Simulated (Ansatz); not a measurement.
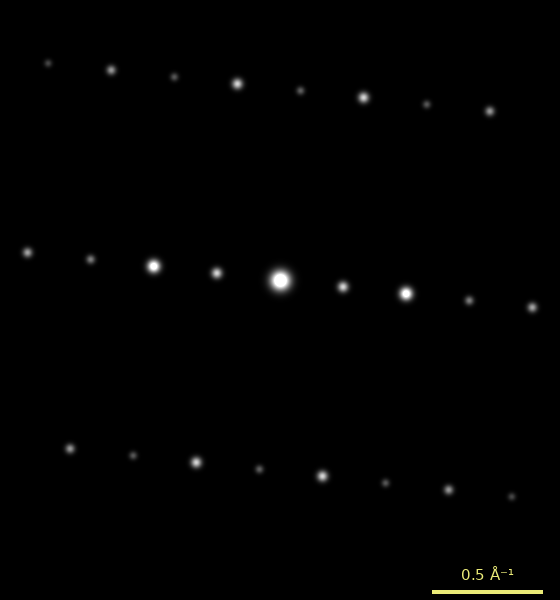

Computed electron diffraction pattern, 300 kV, single scattering only, B = 0.8 Å².

> Describe the geometry of this pattern.

The spots form a rectangular net whose two shortest vectors correspond to d = 3.47 Å and 1.16 Å, 90.0° apart. Fainter spots between these are below the display threshold.

> What is the point symmetry of the pattern, intensities included?

2mm. A zero-layer kinematic pattern is always centrosymmetric (Friedel's law).

> Which crystal and zone produced it?

This cannot be fixed from one zone alone; the pattern is [221] of Cs2HfSe6, space group Fm-3m (No. 225), a = 9.80 Å. The net vectors are 2 -2 0 and 2 2 -8 (weak). Structure: the geometry relaxed (final pressure about 5 GPa) with Ansatz, DFT, PAW plane waves, pbe; the starting structure was generated, so it need not be a known form of this composition.
